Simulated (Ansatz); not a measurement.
Amorphous Al₂₈O₄₃Ca

It comes from a melt-quench run on a machine-learned potential (CHGNet), relaxed afterwards by DFT. O atoms were pushed apart under 1.9 Å during the dynamics, to hinder bonds among them. The hot cell started wider than the set density and was brought back towards it in steps. It is the lowest in DFT energy of 2 quenches. It is a model cell: composition and starting density were chosen by hand, and all elements were melted together. No dispersion term was used.

Methods: PBE, scalar-relativistic without spin-orbit coupling (Ansatz, a program for electronic structure); r2SCAN, scalar-relativistic without spin-orbit coupling (Ansatz); HSE06, scalar-relativistic without spin-orbit coupling (Ansatz). Geometry, pressure, stress and energy are those of the PBE run. Its sampling: a 2×2×2 Γ-centred mesh; Fermi-Dirac width 0.02 eV; no spin polarisation. Other functionals are single points at the zone centre (r2SCAN at 500 eV; exact exchange cut at the cell's faces), free to take moments where seeds were set. At PBE the levels at the filled edge of the gap are localised (band-tail or defect states), and the nearest spread-out levels lie 4.1 eV apart at the zone centre.

* **Number of atoms in the cell**: 72
* **Density (volume relaxed, without dispersion)**: 3.02 g/cm³
* **Volume per atom**: 11.34 Å³
* **Pressure on a 2×2×2 Γ-centred mesh**: 0.09 GPa
* **Largest force and stress component on that mesh (the relaxation ran on the zone centre alone)**: 0.04 eV/Å and 0.2 GPa
* **Level gap on a 2×2×2 Γ-centred mesh (PBE)**: 3.45 eV
* **Level gap at the zone centre (PBE)**: 3.45 eV
* **Level gap at the zone centre (r2SCAN)**: 4.08 eV
* **Level gap at the zone centre (HSE06)**: 5.16 eV

Neighbours within Al-Al 2.66 Å, Al-O 2.30 Å, Al-Ca 3.27 Å, O-O 1.58 Å, O-Ca 2.90 Å, Ca-Ca 3.87 Å count as bonded. Two cations that share two anions don't count as bonded, nor two that share one unless they lie closer than Al-Al 2.59 Å, Al-Ca 3.18 Å, Ca-Ca 3.77 Å.

* **Mean coordination of Al by anions**: 4.64 (13 with 4, 12 with 5, 3 with 6)
* **Mean coordination of O**: 3.16 (1 with 2, 34 with 3, 8 with 4)
* **Mean coordination of Ca by anions**: 6.00 (1 with 6)
* **Mean Al-O bond**: 1.859 Å (spread 0.092 Å, 130 counted)
* **Mean O-Ca bond**: 2.363 Å (spread 0.104 Å, 6 counted)

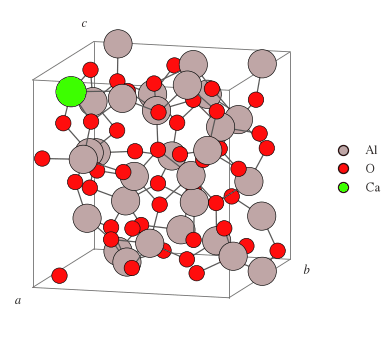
Figure: The relaxed cell

Its density started from a set value of 3.11 g/cm³. The simulated quench (nominally 410 K/ps over its main leg) is rapid and tends to freeze in more defects than a deposited or slowly cooled glass has. A cell of this size samples the disorder only roughly. Volume and shape were free in the relaxation.
